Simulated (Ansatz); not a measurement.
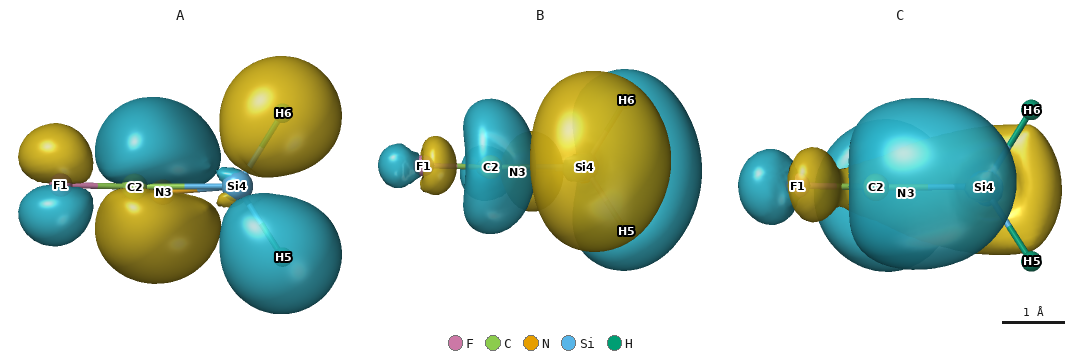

CH$_{2}$FNSi (SMILES FC1=N[SiH2]1). Three frontier orbitals at ±0.08 Å⁻³ᐟ² (yellow and cyan are the two phases), in no order.

Geometry: PBE0-D4/def2-TZVP.

Computed with Ansatz, RKS PBE0-D4/def2-TZVPP.

```json
{"atom": "F", "x (Å)": "1.4231", "y (Å)": "-1.6083", "z (Å)": "0.8515"}
{"atom": "C", "x (Å)": "0.5130", "y (Å)": "-0.8154", "z (Å)": "0.3336"}
{"atom": "N", "x (Å)": "-0.6241", "y (Å)": "-1.1109", "z (Å)": "-0.1245"}
{"atom": "Si", "x (Å)": "-0.2844", "y (Å)": "0.6546", "z (Å)": "-0.2339"}
{"atom": "H", "x (Å)": "0.0017", "y (Å)": "1.2434", "z (Å)": "-1.5575"}
{"atom": "H", "x (Å)": "-0.9873", "y (Å)": "1.5727", "z (Å)": "0.6846"}
```

Order the three orbitals by energy and name them.

A is the HOMO−1 (−9.35 eV). By Hirshfeld shares it lies mainly on N3 (about 35 %), C2 (about 15 %), Si4 (about 15 %), H5 (about 10 %), H6 (about 10 %) and F1 (about 10 %). C is the HOMO (−7.56 eV). By Hirshfeld shares it lies mainly on N3 (about 45 %), Si4 (about 25 %), C2 (about 25 %) and F1 (about 10 %). B is the LUMO (−1.12 eV). By Hirshfeld shares it lies mainly on Si4 (about 65 %), C2 (about 10 %), N3 (about 10 %), H5 (about 5 %) and H6 (about 5 %).

What is the HOMO–LUMO gap?

6.44 eV between the orbital energies.
